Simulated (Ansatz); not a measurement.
# n-GeGeSiH8 (SiGe2H8): reading failed and doubtful runs

Aim: try 2 inputs for n-GeGeSiH8 (SiGe2H8) as typed, read how each ends, and find what has to change.

Method: the settings change from run to run; program: Ansatz 0.2.0, Gaussian basis.

## Step 1: The molecule

The structure was relaxed beforehand with PBE-D4/def2-SVP.

11 atoms, charge 0, spin multiplicity 1.

Atoms are counted from 1 here; the program's logs count them from 0.

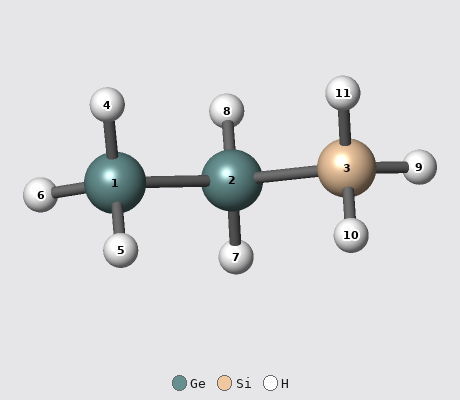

The geometry (germanium teal, silicon light orange, hydrogen white); atoms are numbered from 1 in the order of the file.

## Step 2: Try 1

File in.yaml:

```yaml
crystal:
  periodic: [false, false, false]
  atoms:
    - {symbol: Ge, position_ang: [1.869297, -0.721525, 0.273106]}
    - {symbol: Ge, position_ang: [0.041964, 0.346137, -0.939526]}
    - {symbol: Si, position_ang: [-1.919849, 0.468649, 0.426183]}
    - {symbol: H, position_ang: [1.485064, -2.181696, 0.634930]}
    - {symbol: H, position_ang: [2.154112, 0.048970, 1.590607]}
    - {symbol: H, position_ang: [3.168492, -0.747814, -0.574958]}
    - {symbol: H, position_ang: [0.478656, 1.775530, -1.368927]}
    - {symbol: H, position_ang: [-0.260257, -0.459286, -2.234815]}
    - {symbol: H, position_ang: [-1.615004, 1.301450, 1.676077]}
    - {symbol: H, position_ang: [-1.615004, 1.251450, 1.676077]}
    - {symbol: H, position_ang: [-2.349256, -0.919994, 0.820816]}
basis:
  gaussian: {orbitals: def2-SVP}
magnetization: {spin_polarized: true, initial_magnetization: 2}
hamiltonian: {xc: {name: rPW86-PBE}}
scf: {omitted_lower_state_checks: [starts]}
output: {forces: true}
```

The run is started by

```sh
$ ansatz run in.yaml --threads 4 --pin off --events-out ev --progress --plain --max-ram 3916MiB
```

Standard output, cut to the lines that bear on the results:

```text
Functional definition: rPW86-PBE
  name "rPW86-PBE"
  cite "Murray, Lee & Langreth, J. Chem. Theory Comput. 5, 2754 (2009) doi:10.1021/ct900365q"
  cite "Perdew, Burke & Ernzerhof, Phys. Rev. Lett. 77, 3865 (1996) doi:10.1103/PhysRevLett.77.3865"
  parent pbe
[...]
1362 factors; their error is unknown
[...]
mean field -120828.33887073 eV, -4440.3595531098 hartree, gradient 2.7e-5 eV, S^2 2.004658; 0 other end points of the search recorded, 0 dependent functions left out
[...]
reference -120828.33899153 eV, -4440.3595575490 hartree; 44, 42 occupied and 78, 80 virtual orbitals, 1362 factors
Total energy: -120828.33899153 eV, -4440.3595575490 hartree
Atom 0 at     1.869297    -0.721525     0.273106 Å, force     0.051489    -0.140734     0.194549 eV/Å
Atom 1 at     0.041964     0.346137    -0.939526 Å, force    -0.775064     0.154908    -0.198918 eV/Å
Atom 2 at    -1.919849     0.468649     0.426183 Å, force    -0.443678    -3.857086    -5.718312 eV/Å
Atom 3 at     1.485064    -2.181696     0.634930 Å, force     0.011823    -0.028561     0.025203 eV/Å
Atom 4 at     2.154112     0.048970     1.590607 Å, force     0.028260     0.016323     0.043900 eV/Å
Atom 5 at     3.168492    -0.747814    -0.574958 Å, force     0.086493    -0.002697    -0.063539 eV/Å
Atom 6 at     0.478656     1.775530    -1.368927 Å, force     0.023020     0.061440    -0.008298 eV/Å
Atom 7 at    -0.260257    -0.459286    -2.234815 Å, force     0.236897    -0.106153    -0.331126 eV/Å
Atom 8 at    -1.615004     1.301450     1.676077 Å, force    -0.128426  5746.114053     2.869269 eV/Å
Atom 9 at    -1.615004     1.251450     1.676077 Å, force     1.153888 -5742.286945     3.116038 eV/Å
Atom 10 at    -2.349256    -0.919994     0.820816 Å, force    -0.244703     0.075452     0.071233 eV/Å
Dipole moment:    -0.025040     0.243274     0.378011 e Å
Checks for a lower state left out: starts
```

Wall time 7.5 s (4 threads of Arm Neoverse V1, shared host).

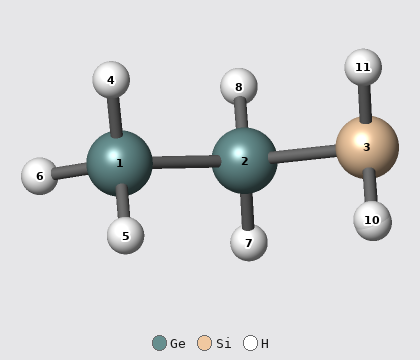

The geometry of this input.

What is wrong: It ended without an error, which proves nothing about the input. One atom was put on top of another. The shortest distance is 0.05 Å (H9–H10), against 1.51 Å in the relaxed molecule. It also asks for charge 0 and multiplicity 3, another species or state than the molecule above. Its energy is no property of the relaxed molecule. To mend it, restore the atom's position, and set charge and spin to those of the species named.

## Step 3: Try 2

File in.yaml:

```yaml
crystal:
  periodic: [false, false, false]
  atoms:
    - {symbol: Ge, position_ang: [1.869297, -0.721525, 0.273106]}
    - {symbol: Ge, position_ang: [0.041964, 0.346137, -0.939526]}
    - {symbol: Si, position_ang: [-1.919849, 0.468649, 0.426183]}
    - {symbol: H, position_ang: [1.485064, -2.181696, 0.634930]}
    - {symbol: H, position_ang: [2.154112, 0.048970, 1.590607]}
    - {symbol: H, position_ang: [3.168492, -0.747814, -0.574958]}
    - {symbol: H, position_ang: [0.478656, 1.775530, -1.368927]}
    - {symbol: H, position_ang: [-0.260257, -0.459286, -2.234815]}
    - {symbol: H, position_ang: [-3.053219, 1.139589, -0.303491]}
    - {symbol: H, position_ang: [-1.615004, 1.251450, 1.676077]}
    - {symbol: H, position_ang: [-2.349256, -0.919994, 0.820816]}
basis:
  gaussian: {orbitals: def2-SVPD}
total_charge: -2
hamiltonian: {xc: {name: wB97X}}
scf: {lower_state_search: off}
output: {forces: true}
```

Same command.

Standard output, cut to the lines that bear on the results:

```text
Functional definition: wB97X
  name "wB97X"
  cite "Chai & Head-Gordon, J. Chem. Phys. 128, 084106 (2008) doi:10.1063/1.2834918"
  cite "Becke, J. Chem. Phys. 107, 8554 (1997) doi:10.1063/1.475007"
[...]
  # The coefficients of nought are those of the uniform gas.
[...]
      + exact_x_lr(omega)
[...]
      + integral(e_c_pw_opposite_spin*poly(b97_u_opposite, 1, cos1, cos2, cos3, cos4))
[...]
1594 factors; integrals over basis functions are off by at most 1.3e-3 eV
591 factors; integrals over basis functions are off by at most 2.2e-6 eV
[...]
a density is far from that of the atoms, so the factors are made again for it
1603 factors; integrals over basis functions are off by at most 1.3e-3 eV
592 factors; integrals over basis functions are off by at most 2.1e-6 eV
[...]
Atom 2 at    -1.919849     0.468649     0.426183 Å, force    -0.320885     0.160185    -0.144099 eV/Å
Atom 3 at     1.485064    -2.181696     0.634930 Å, force     0.121682     0.095442     0.032348 eV/Å
Atom 4 at     2.154112     0.048970     1.590607 Å, force     0.039419    -0.138506    -0.098987 eV/Å
Atom 5 at     3.168492    -0.747814    -0.574958 Å, force     0.778625    -0.214410    -0.030074 eV/Å
Atom 6 at     0.478656     1.775530    -1.368927 Å, force    -0.128513     0.044908    -0.164797 eV/Å
Atom 7 at    -0.260257    -0.459286    -2.234815 Å, force    -0.094519     0.142848    -0.134137 eV/Å
Atom 8 at    -3.053219     1.139589    -0.303491 Å, force    -0.796833     0.134550     0.347759 eV/Å
Atom 9 at    -1.615004     1.251450     1.676077 Å, force    -0.116800    -0.117375    -0.300742 eV/Å
Atom 10 at    -2.349256    -0.919994     0.820816 Å, force     0.029846     0.316817    -0.130052 eV/Å
Dipole moment:    -0.537434     0.641510    -1.200487 e Å
Checks for a lower state left out: stability, starts, cluster_reference, orbital_swaps, neighbouring_geometries, increment
```

Wall time 18 s (4 threads of Arm Neoverse V1, shared host); peak memory 0.61 GiB.

Diagnosis: The run converged, but a converged run isn't a right one. The charge is far from anything that the molecule holds. It asks for charge -2; the species has 0. Its energy belongs to another ion. Fix: type the charge that the molecule really has.

## Step 4: How the tries ended

```tsv
try	level	ended	cause	time
1	rPW86-PBE/def2-SVP	converged	one atom was put on top of another	7.5 s
2	wB97X/def2-SVPD	converged	the charge is far from anything that the molecule holds	18 s
```

2 converged. The dangerous case is the input that converges on a wrong geometry, charge, spin, basis or grid: often only a look at the input shows it.

A small anion of this charge may not be bound in the gas phase; the finite basis can hold electrons that would leave.
